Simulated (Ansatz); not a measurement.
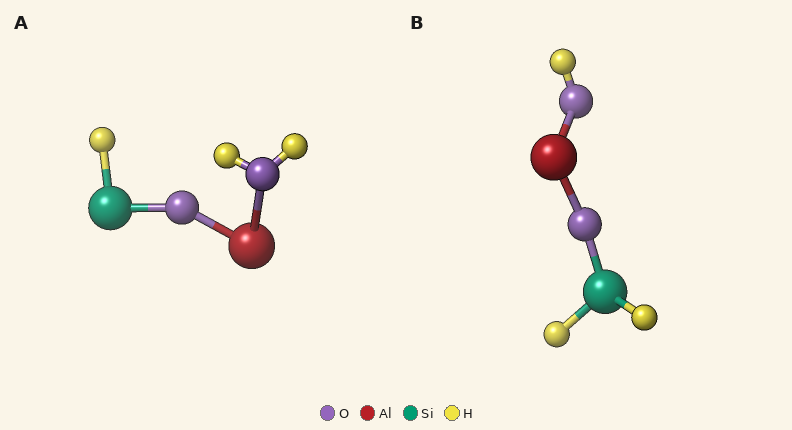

2 stationary structures of one formula. Geometries: PBE-D4/def2-SVP. Electronic energies: PBE-D4/def2-SVP (Ansatz 0.2.0), without zero-point energy. No frequency run is at hand to confirm each as a minimum. Each is one conformer, not always the lowest.

**Rank them by energy, lowest first.**

B is lowest (Cs); A lies 26.2 kJ/mol above it (C1).
